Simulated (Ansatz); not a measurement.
Molecular dynamics of C$_{3}$HFS (part 2 of 2)

Continued. System: C$_{3}$HFS. Method: RKS revPBE-d3bjatm/6-31G* (Ansatz 0.2.0). The geometry comes from this level: PBE0-D4/def2-TZVP.

Geometry of the input (Å):
```
F  1.9717  -0.8765  -0.9251
C  0.8355  -0.1962  -0.9308
C  -0.2199  -0.6141  -0.1138
C  -1.0109  0.1432  0.6100
S  0.5099  1.0491  0.6251
H  -2.0442  0.4303  0.6885
```

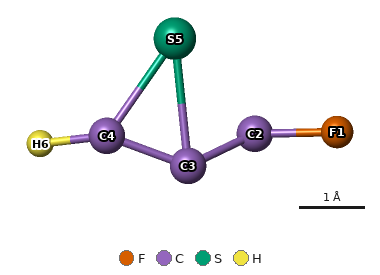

Figure 1. The geometry at step 30 of the log (ball-and-stick view, seen on its broad side; atoms are numbered from 1 in the order of the input).

Trajectory as extended XYZ, continued
```
6
Properties=species:S:1:pos:R:3:forces:R:3 step=8 time_fs=8.0 energy=-16669.67156 temperature=217.1
F     2.0077   -0.8845   -0.9418   -0.2862   0.1541  -0.0094
C     0.8484   -0.1846   -0.9438   -0.5629  -0.4227   0.1756
C    -0.2489   -0.6371   -0.1058    0.4073   0.4114   0.3490
C    -1.0393    0.1728    0.6603   -1.4631  -0.5621  -1.2720
S     0.5084    1.0465    0.6237    0.2097   0.4862   0.3933
H    -2.1447    0.4479    0.5092    1.6952  -0.0669   0.3635
6
Properties=species:S:1:pos:R:3:forces:R:3 step=10 time_fs=10.0 energy=-16669.70050 temperature=265.8
F     2.0171   -0.8867   -0.9460   -0.6316   0.3591  -0.0171
C     0.8466   -0.1831   -0.9476   -0.3921  -0.6491   0.3809
C    -0.2521   -0.6434   -0.1029    0.2036   0.8338   0.5799
C    -1.0547    0.1763    0.6671    0.5707  -1.0939  -1.5019
S     0.5089    1.0477    0.6246    0.0390   0.2977   0.3452
H    -2.0961    0.4676    0.4867    0.2104   0.2525   0.2128
6
Properties=species:S:1:pos:R:3:forces:R:3 step=12 time_fs=12.0 energy=-16669.64149 temperature=161.0
F     2.0252   -0.8882   -0.9502   -0.9258   0.5166  -0.0170
C     0.8436   -0.1836   -0.9502   -0.2007  -0.8101   0.5319
C    -0.2547   -0.6471   -0.0981    0.0837   1.0509   0.6501
C    -1.0682    0.1763    0.6692    2.8682  -1.6682  -1.3257
S     0.5096    1.0492    0.6260   -0.0694   0.1357   0.3030
H    -2.0413    0.4978    0.4717   -1.7561   0.7752  -0.1424
6
Properties=species:S:1:pos:R:3:forces:R:3 step=13 time_fs=13.0 energy=-16669.64342 temperature=164.1
F     2.0286   -0.8886   -0.9524   -1.0478   0.5691  -0.0105
C     0.8418   -0.1848   -0.9509   -0.1013  -0.8556   0.5752
C    -0.2559   -0.6477   -0.0949    0.0952   1.0483   0.5944
C    -1.0718    0.1744    0.6686    2.8386  -1.5647  -1.2905
S     0.5098    1.0500    0.6268   -0.0731   0.0795   0.2824
H    -2.0352    0.5229    0.4629   -1.7116   0.7233  -0.1509
6
Properties=species:S:1:pos:R:3:forces:R:3 step=15 time_fs=15.0 energy=-16669.69505 temperature=255.2
F     2.0337   -0.8885   -0.9567   -1.2310   0.6155   0.0186
C     0.8381   -0.1893   -0.9508    0.0852  -0.8703   0.5914
C    -0.2580   -0.6465   -0.0872    0.2880   0.8163   0.3038
C    -1.0730    0.1672    0.6643    0.6657  -0.4020  -1.3820
S     0.5104    1.0518    0.6287   -0.0065   0.0158   0.2432
H    -2.0640    0.5904    0.4427    0.1986  -0.1754   0.2250
6
Properties=species:S:1:pos:R:3:forces:R:3 step=17 time_fs=17.0 energy=-16669.65284 temperature=181.1
F     2.0363   -0.8872   -0.9609   -1.3189   0.5884   0.0643
C     0.8346   -0.1966   -0.9489    0.2220  -0.7922   0.5356
C    -0.2591   -0.6426   -0.0786    0.6206   0.3840  -0.1151
C    -1.0719    0.1587    0.6556   -1.0134   0.7705  -1.1538
S     0.5109    1.0536    0.6309    0.0721  -0.0117   0.2121
H    -2.0877    0.6516    0.4305    1.4176  -0.9392   0.4568
6
Properties=species:S:1:pos:R:3:forces:R:3 step=18 time_fs=18.0 energy=-16669.65100 temperature=178.3
F     2.0366   -0.8861   -0.9630   -1.3215   0.5496   0.0898
C     0.8331   -0.2013   -0.9473    0.2639  -0.7217   0.4882
C    -0.2590   -0.6401   -0.0743    0.7866   0.1476  -0.3138
C    -1.0723    0.1552    0.6498   -1.2615   1.0985  -0.9081
S     0.5111    1.0544    0.6321    0.0990  -0.0206   0.2004
H    -2.0811    0.6702    0.4306    1.4336  -1.0534   0.4435
6
Properties=species:S:1:pos:R:3:forces:R:3 step=20 time_fs=20.0 energy=-16669.70912 temperature=282.9
F     2.0352   -0.8830   -0.9670   -1.2372   0.4261   0.1383
C     0.8307   -0.2122   -0.9429    0.2957  -0.5246   0.3614
C    -0.2567   -0.6350   -0.0667    0.9993  -0.2563  -0.5837
C    -1.0761    0.1508    0.6363   -0.4637   1.0034  -0.2784
S     0.5118    1.0562    0.6347    0.1214  -0.0346   0.1822
H    -2.0304    0.6781    0.4426    0.2846  -0.6139   0.1801
6
Properties=species:S:1:pos:R:3:forces:R:3 step=22 time_fs=22.0 energy=-16669.67455 temperature=221.8
F     2.0313   -0.8791   -0.9707   -1.0330   0.2460   0.1760
C     0.8293   -0.2248   -0.9374    0.2784  -0.2584   0.1910
C    -0.2513   -0.6307   -0.0609    0.9855  -0.5210  -0.6581
C    -1.0810    0.1495    0.6218    1.5595   0.0440   0.3755
S     0.5126    1.0579    0.6375    0.1031  -0.0388   0.1620
H    -1.9719    0.6646    0.4611   -1.8935   0.5281  -0.2463
6
Properties=species:S:1:pos:R:3:forces:R:3 step=23 time_fs=23.0 energy=-16669.65751 temperature=193.5
F     2.0286   -0.8769   -0.9725   -0.8860   0.1349   0.1897
C     0.8290   -0.2314   -0.9344    0.2598  -0.0992   0.0851
C    -0.2474   -0.6291   -0.0588    0.9237  -0.6309  -0.6576
C    -1.0820    0.1491    0.6150    1.9000  -0.1098   0.5544
S     0.5130    1.0587    0.6390    0.0839  -0.0345   0.1470
H    -1.9647    0.6627    0.4678   -2.2814   0.7394  -0.3185
6
Properties=species:S:1:pos:R:3:forces:R:3 step=25 time_fs=25.0 energy=-16669.72586 temperature=313.5
F     2.0218   -0.8724   -0.9756   -0.5072  -0.1234   0.2037
C     0.8289   -0.2449   -0.9282    0.2105   0.2636  -0.1652
C    -0.2375   -0.6275   -0.0561    0.7225  -0.8276  -0.6057
C    -1.0799    0.1483    0.6025    0.0915   0.9358   0.5701
S     0.5140    1.0603    0.6420    0.0248  -0.0174   0.1049
H    -2.0102    0.6767    0.4727   -0.5422  -0.2311  -0.1078
6
Properties=species:S:1:pos:R:3:forces:R:3 step=27 time_fs=27.0 energy=-16669.69151 temperature=254.7
F     2.0140   -0.8682   -0.9784   -0.0390  -0.4026   0.1907
C     0.8294   -0.2574   -0.9226    0.1394   0.6498  -0.4283
C    -0.2252   -0.6286   -0.0553    0.2556  -0.8312  -0.3445
C    -1.0773    0.1504    0.5920   -1.4841   1.6671   0.4986
S     0.5150    1.0619    0.6452   -0.0877  -0.0069   0.0539
H    -2.0771    0.6828    0.4731    1.2158  -1.0761   0.0296
6
Properties=species:S:1:pos:R:3:forces:R:3 step=28 time_fs=28.0 energy=-16669.67566 temperature=225.9
F     2.0101   -0.8663   -0.9796    0.2142  -0.5383   0.1730
C     0.8299   -0.2630   -0.9202    0.0907   0.8355  -0.5484
C    -0.2187   -0.6301   -0.0554   -0.1040  -0.7197  -0.1067
C    -1.0777    0.1534    0.5873   -1.5252   1.5579   0.4288
S     0.5155    1.0627    0.6469   -0.1654  -0.0088   0.0280
H    -2.0965    0.6718    0.4736    1.4898  -1.1266   0.0253
6
Properties=species:S:1:pos:R:3:forces:R:3 step=30 time_fs=30.0 energy=-16669.71362 temperature=292.8
F     2.0025   -0.8635   -0.9819    0.7097  -0.7793   0.1235
C     0.8310   -0.2720   -0.9169   -0.0403   1.1579  -0.7365
C    -0.2062   -0.6348   -0.0557   -0.9254  -0.3403   0.4766
C    -1.0816    0.1628    0.5789   -0.1677   0.5720   0.2347
S     0.5162    1.0643    0.6501   -0.3536  -0.0260  -0.0211
H    -2.0937    0.6190    0.4749    0.7773  -0.5843  -0.0771
6
Properties=species:S:1:pos:R:3:forces:R:3 step=32 time_fs=32.0 energy=-16669.68276 temperature=235.9
F     1.9965   -0.8623   -0.9838    1.1015  -0.9521   0.0788
C     0.8319   -0.2773   -0.9160   -0.2034   1.3704  -0.8344
C    -0.1966   -0.6406   -0.0544   -1.5262   0.0308   0.9383
C    -1.0858    0.1739    0.5713    2.4554  -0.8334   0.1395
S     0.5165    1.0659    0.6534   -0.5553  -0.0460  -0.0653
H    -2.0650    0.5453    0.4730   -1.2719   0.4303  -0.2570
6
Properties=species:S:1:pos:R:3:forces:R:3 step=33 time_fs=33.0 energy=-16669.65191 temperature=182.3
F     1.9942   -0.8624   -0.9847    1.2255  -1.0053   0.0683
C     0.8322   -0.2784   -0.9165   -0.2814   1.4235  -0.8532
C    -0.1936   -0.6435   -0.0527   -1.6198   0.1322   1.0362
C    -1.0854    0.1788    0.5677    3.1491  -1.1824   0.1244
S     0.5165    1.0667    0.6550   -0.6355  -0.0488  -0.0852
H    -2.0637    0.5123    0.4688   -1.8379   0.6808  -0.2906
6
Properties=species:S:1:pos:R:3:forces:R:3 step=35 time_fs=35.0 energy=-16669.69775 temperature=260.7
F     1.9916   -0.8641   -0.9865    1.2843  -1.0311   0.0796
C     0.8320   -0.2770   -0.9196   -0.3812   1.4082  -0.8438
C    -0.1914   -0.6490   -0.0468   -1.3392   0.1117   0.9268
C    -1.0775    0.1857    0.5607    1.4768  -0.7906   0.0454
S     0.5157    1.0681    0.6581   -0.7018  -0.0303  -0.1180
H    -2.1101    0.4648    0.4526   -0.3389   0.3321  -0.0900
6
Properties=species:S:1:pos:R:3:forces:R:3 step=37 time_fs=37.0 energy=-16669.67861 temperature=229.2
F     1.9916   -0.8679   -0.9880    1.0811  -0.9290   0.1192
C     0.8306   -0.2712   -0.9254   -0.3585   1.2151  -0.7624
C    -0.1934   -0.6542   -0.0380   -0.6639  -0.0914   0.5427
C    -1.0649    0.1900    0.5539   -0.9488  -0.2228   0.0729
S     0.5142    1.0696    0.6611   -0.6656   0.0066  -0.1358
H    -2.1691    0.4305    0.4331    1.5558   0.0215   0.1635
6
Properties=species:S:1:pos:R:3:forces:R:3 step=38 time_fs=38.0 energy=-16669.66571 temperature=206.8
F     1.9924   -0.8705   -0.9887    0.8994  -0.8296   0.1404
C     0.8295   -0.2667   -0.9292   -0.2972   1.0550  -0.6918
C    -0.1953   -0.6568   -0.0329   -0.2831  -0.2019   0.3146
C    -1.0594    0.1918    0.5505   -1.5514  -0.0837   0.1427
S     0.5131    1.0703    0.6625   -0.6335   0.0223  -0.1382
H    -2.1799    0.4141    0.4251    1.8658   0.0378   0.2324
6
Properties=species:S:1:pos:R:3:forces:R:3 step=40 time_fs=40.0 energy=-16669.71733 temperature=300.9
F     1.9954   -0.8770   -0.9899    0.4453  -0.5565   0.1689
C     0.8265   -0.2555   -0.9385   -0.0946   0.6424  -0.4987
C    -0.1996   -0.6627   -0.0221    0.3988  -0.3468  -0.1059
C    -1.0521    0.1953    0.5443   -1.2769  -0.0881   0.3342
S     0.5103    1.0718    0.6652   -0.5760   0.0349  -0.1338
H    -2.1494    0.3833    0.4162    1.1035   0.3139   0.2354
6
Properties=species:S:1:pos:R:3:forces:R:3 step=42 time_fs=42.0 energy=-16669.71501 temperature=295.8
F     1.9992   -0.8846   -0.9908   -0.0352  -0.2329   0.1677
C     0.8233   -0.2422   -0.9493    0.1731   0.1750  -0.2633
C    -0.2026   -0.6696   -0.0115    0.8518  -0.3552  -0.4222
C    -1.0485    0.1984    0.5391    0.8126  -0.4008   0.5983
S     0.5069    1.0733    0.6678   -0.5248   0.0283  -0.1263
H    -2.0810    0.3652    0.4157   -1.2775   0.7856   0.0458
6
Properties=species:S:1:pos:R:3:forces:R:3 step=43 time_fs=43.0 energy=-16669.67995 temperature=235.9
F     2.0012   -0.8886   -0.9910   -0.2556  -0.0726   0.1562
C     0.8219   -0.2352   -0.9551    0.3147  -0.0515  -0.1458
C    -0.2032   -0.6736   -0.0067    0.9920  -0.3371  -0.5511
C    -1.0462    0.1996    0.5372    1.5961  -0.5034   0.6942
S     0.5049    1.0741    0.6690   -0.4798   0.0285  -0.1228
H    -2.0589    0.3662    0.4167   -2.1675   0.9362  -0.0306
6
Properties=species:S:1:pos:R:3:forces:R:3 step=45 time_fs=45.0 energy=-16669.72728 temperature=317.7
F     2.0046   -0.8966   -0.9914   -0.6168   0.2134   0.1158
C     0.8198   -0.2216   -0.9670    0.5789  -0.4503   0.0652
C    -0.2019   -0.6822    0.0015    1.1349  -0.3103  -0.7711
C    -1.0379    0.2007    0.5351    0.1428  -0.1432   0.5871
S     0.5006    1.0756    0.6713   -0.3161   0.0536  -0.1142
H    -2.0755    0.3947    0.4180   -0.9237   0.6370   0.1172
6
Properties=species:S:1:pos:R:3:forces:R:3 step=47 time_fs=47.0 energy=-16669.71351 temperature=295.2
F     2.0068   -0.9042   -0.9915   -0.8483   0.4394   0.0534
C     0.8196   -0.2094   -0.9786    0.7683  -0.7657   0.2617
C    -0.1970   -0.6918    0.0073    1.0104  -0.1609  -0.8622
C    -1.0294    0.2014    0.5348   -2.0815   0.4065   0.3512
S     0.4959    1.0773    0.6735   -0.1256   0.0866  -0.1045
H    -2.1256    0.4467    0.4238    1.2766  -0.0059   0.3003
6
Properties=species:S:1:pos:R:3:forces:R:3 step=48 time_fs=48.0 energy=-16669.68595 temperature=245.6
F     2.0073   -0.9077   -0.9915   -0.9120   0.5279   0.0148
C     0.8204   -0.2041   -0.9842    0.8199  -0.8917   0.3641
C    -0.1932   -0.6968    0.0091    0.8211   0.0160  -0.8291
C    -1.0272    0.2022    0.5351   -2.4057   0.4896   0.2393
S     0.4935    1.0781    0.6746   -0.0518   0.0914  -0.1008
H    -2.1367    0.4741    0.4307    1.7284  -0.2332   0.3117
6
Properties=species:S:1:pos:R:3:forces:R:3 step=50 time_fs=50.0 energy=-16669.70955 temperature=287.2
F     2.0069   -0.9139   -0.9915   -0.9368   0.6502  -0.0703
C     0.8240   -0.1959   -0.9943    0.8246  -1.0741   0.5753
C    -0.1840   -0.7066    0.0109    0.2457   0.5436  -0.6271
C    -1.0285    0.2048    0.5362   -1.4220   0.1627   0.0022
S     0.4886    1.0799    0.6766    0.0429   0.0681  -0.0964
H    -2.1096    0.5211    0.4532    1.2457  -0.3506   0.2164
```

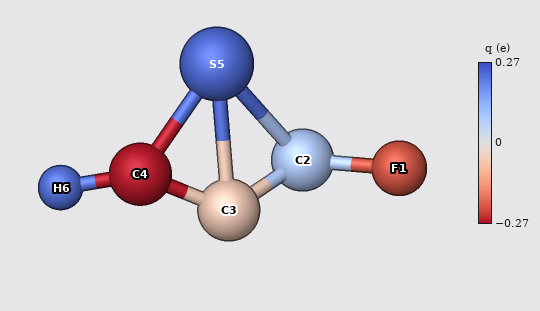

Figure 2. Mulliken charges, as the colour of each atom (ball-and-stick view, seen at a tilt; atoms are numbered from 1 in the order of the input). By element: F −0.21, C −0.26 to +0.08, S +0.23 and H +0.22 e.

Summary

```csv
quantity,value
outcome,finished
mean temperature over the second half,266 K
trajectory,"50 steps, 50 fs"
ensemble,nve
temperature in the input,300 K
time step,1 fs
potential energy (last step),−16669.7096 eV
mean-field energy (last step),−16669.3588 eV
dispersion energy (last step),−0.3508 eV
SCF solution under orbital rotations (last step),stable
largest force (length of the vector) (last step),1.471 eV/Å
dipole moment (last step),2.18 D
hardware,"2 threads of Arm Neoverse V2, 23 GiB of memory available, shared host"
wall time,55 s (CPU time 1.8 min)
peak memory,0.38 GiB
```

Remarks

So short a trajectory is not equilibrated.
